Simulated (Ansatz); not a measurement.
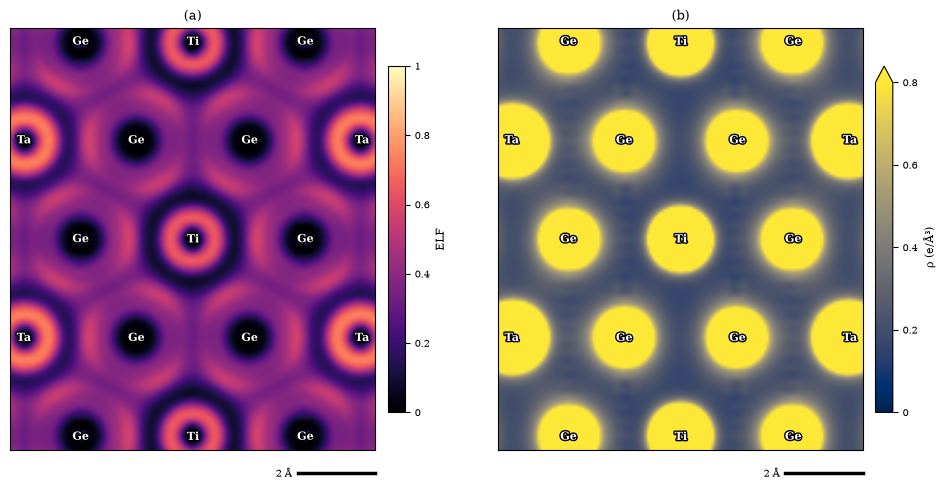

Figure 1: TaTi₃Ge₈. (a) electron localisation function; (b) valence pseudo-density on the (010) plane of the conventional cell.

Space group C222; a structure generated by program, which may or may not match a known phase; computed without spin polarisation.

Theory: DFT PBE, scalar-relativistic, plane waves, PAW (Ansatz 0.2.0).

In a PAW calculation such maps are meaningful between the atoms, not at the nuclei.

```yaml
crystal:
  lattice:
    - [8.68232, 0.00000, 0.00000]
    - [0.00000, 8.84994, 0.00000]
    - [0.00000, 0.00000, 5.07234]
  atoms:
    - { symbol: Ti, position: [0.00000, 0.00000, 0.50000] }
    - { symbol: Ti, position: [0.50000, 0.50000, 0.50000] }
    - { symbol: Ti, position: [0.25000, 0.25000, 0.24777] }
    - { symbol: Ti, position: [0.75000, 0.75000, 0.24777] }
    - { symbol: Ti, position: [0.25000, 0.75000, 0.75223] }
    - { symbol: Ti, position: [0.75000, 0.25000, 0.75223] }
    - { symbol: Ta, position: [0.00000, 0.50000, 0.00000] }
    - { symbol: Ta, position: [0.50000, 0.00000, 0.00000] }
    - { symbol: Ge, position: [0.33254, 0.50000, 0.00000] }
    - { symbol: Ge, position: [0.83254, 0.00000, 0.00000] }
    - { symbol: Ge, position: [0.33222, 0.00000, 0.50000] }
    - { symbol: Ge, position: [0.83222, 0.50000, 0.50000] }
    - { symbol: Ge, position: [0.41562, 0.74836, 0.25355] }
    - { symbol: Ge, position: [0.91562, 0.24836, 0.25355] }
    - { symbol: Ge, position: [0.41562, 0.25164, 0.74645] }
    - { symbol: Ge, position: [0.91562, 0.75164, 0.74645] }
    - { symbol: Ge, position: [0.08438, 0.75164, 0.25355] }
    - { symbol: Ge, position: [0.58438, 0.25164, 0.25355] }
    - { symbol: Ge, position: [0.08438, 0.24836, 0.74645] }
    - { symbol: Ge, position: [0.58438, 0.74836, 0.74645] }
    - { symbol: Ge, position: [0.16746, 0.00000, 0.00000] }
    - { symbol: Ge, position: [0.66746, 0.50000, 0.00000] }
    - { symbol: Ge, position: [0.16778, 0.50000, 0.50000] }
    - { symbol: Ge, position: [0.66778, 0.00000, 0.50000] }
```

Q: Read the bonding off the picture.

A:
- The section cuts through Ti, Ta and Ge sites.
- Ti–Ge (2.88 Å): ρ at the midpoint is about 0.23 e/Å³; the ELF is about 0.40 at the midpoint.
- Ta–Ge (2.89 Å): ρ is about 0.28 e/Å³ halfway; the ELF is about 0.40 at the midpoint.
- Between the atoms the lowest density in this plane is 0.16 e/Å³.
- The features right at Ti and Ta lie inside the PAW spheres, where the map follows smoothed inner orbitals and isn't to be read closely.
